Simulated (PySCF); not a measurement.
**GaB (charge −1, quartet): density, localisation and related maps**

```yaml
atoms:
  - { symbol: Ga, position_ang: [0.0000, 0.0000, -0.2876] }
  - { symbol: B, position_ang: [0.0000, 0.0000, 1.8004] }
```

Theory: PBE0/aug-cc-pVDZ(-PP), non-relativistic Hamiltonian with scalar-relativistic core potentials where named, at a bond length of 2.088 Å in PySCF 2.14.0.

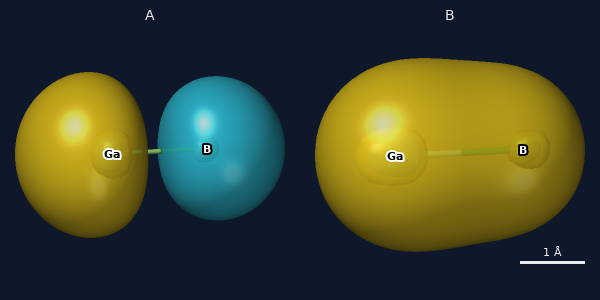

Figure 1. Two frontier β-spin orbitals, each drawn at the value that holds 80 % of its norm (yellow and cyan are the two phases), in no order; of a degenerate pair one member is drawn.

Q: Name the orbitals and rank them from lowest to highest energy.

A: Orbital B: σ, occupied in this spin, −5.81 eV; shared between the atoms (Ga 55 %, B 45 %).
Orbital A: σ, occupied in this spin, −1.65 eV; shared between the atoms (Ga 55 %, B 45 %).

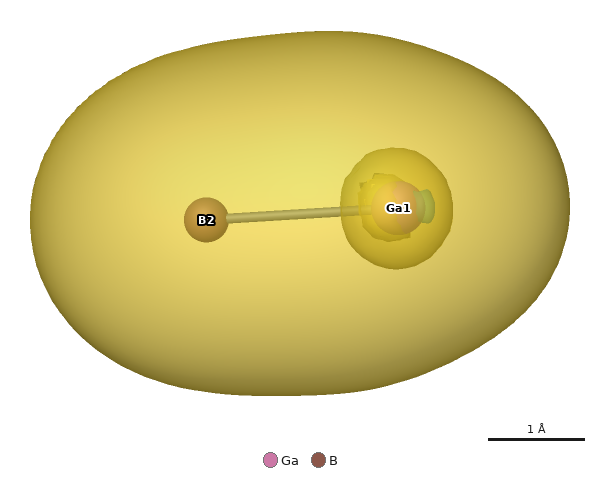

Figure 2. Isosurfaces of the spin density at +0.015 (yellow) and −0.015 e/Å³ (cyan), seen from one side.

Q: Which atoms carry the spin?

A: The unpaired spin (3 electrons) lies mostly on B2 (about 1.7) and Ga1 (about 1.3), in electrons by Hirshfeld's partition.

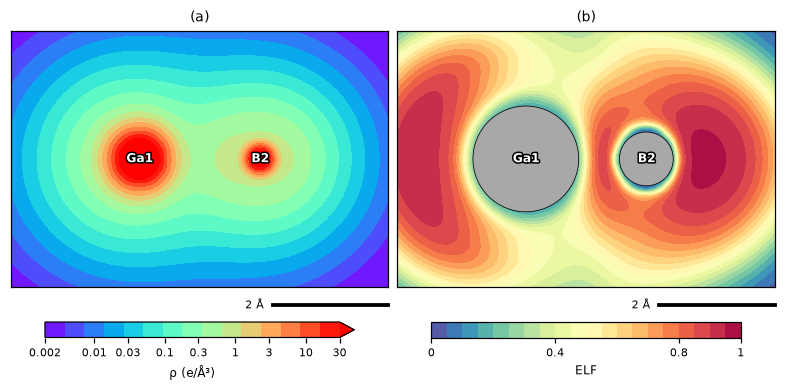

Figure 3. (a) total electron density; (b) electron localisation function on a plane that holds the molecular axis. Grey discs cover the atomic cores in the ELF map.

Q: What do the fields say about this system?

A:
- The plane passes through Ga and B nuclei.
- Ga–B (2.09 Å): the density is about 0.54 e/Å³ at the midpoint; the ELF peaks at about 0.85 in the valence shell of B, 0.8 Å from its nucleus, and is about 0.50 at the midpoint.
- The ELF also peaks beside B2, away from the bonds: non-bonding electrons, paired or unpaired.
